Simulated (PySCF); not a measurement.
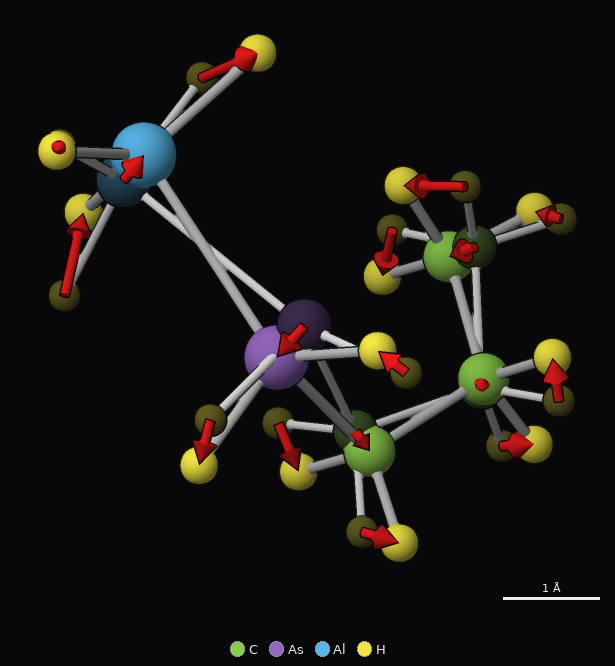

This is a relaxation of C3H12AlAs. The starting structure is drawn faded, the final one solid; red arrows show the displacements, at their true length. The two geometries are superimposed by the best rigid fit.

Style: ball-and-stick. Shown at a tilt.

The start comes from GFN2-xTB.

The calculation used PBE0-D3(BJ)/def2-SVP geometry optimisation, gas phase (PySCF 2.14.0, density-fitted response routines). 

Q: Describe the change and its energy.

A: The energy falls by 37.7 kJ/mol in 15 geometry steps. Largest force component: 0.7 eV/Å at the start, 0.013 eV/Å at the end. The forces were under the threshold at step 10, but the run went on from there. The atom that moves furthest after the best rigid fit is an H atom (1.04 Å). Largest moves by element: H 1.04 Å, As 0.45 Å, C 0.38 Å, Al 0.37 Å. Some distances before and after: Al–H 1.568 → 1.602 Å, Al–As 2.579 → 2.599 Å, As–H 1.492 → 1.511 Å, As–C 1.977 → 1.961 Å. Bond angles that change, for instance: Al–As–H 157.0° → 119.5°, Al–As–H 91.8° → 114.2°, C–As–Al 105.5° → 121.1°. The run took roughly 2.9 core-minutes on a shared host.
